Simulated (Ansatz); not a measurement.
The reference is Rh in the fcc (Cu type) structure (space group Fm-3m, No. 225; a = 3.782 Å; relaxed with 0.1 eV smearing).

Structures relaxed with PBEsol, PAW, 420 eV (Ansatz, an electronic-structure program; without spin-orbit coupling).

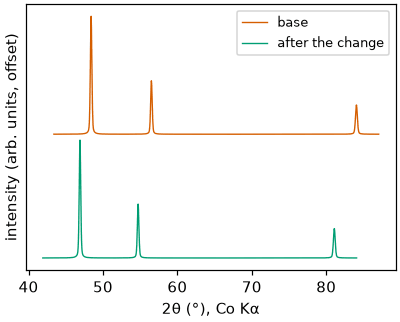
Fig. 1. Simulated powder patterns before (top) and after one change

### Question
Name the change that was made.
A) isotropic strain +3.00 %
B) isotropic strain −1.00 %
C) isotropic strain +1.50 %
D) isotropic strain +2.00 %

### Answer
A, isotropic strain +3.00 %. Its volume per atom is 14.77 Å³ against 13.52 Å³, and its space group is Fm-3m (No. 225).

Stability against distortions was not tested. All final runs are without spin polarisation. Rh lies near a magnetic instability that expansion can trigger; it was not tested.
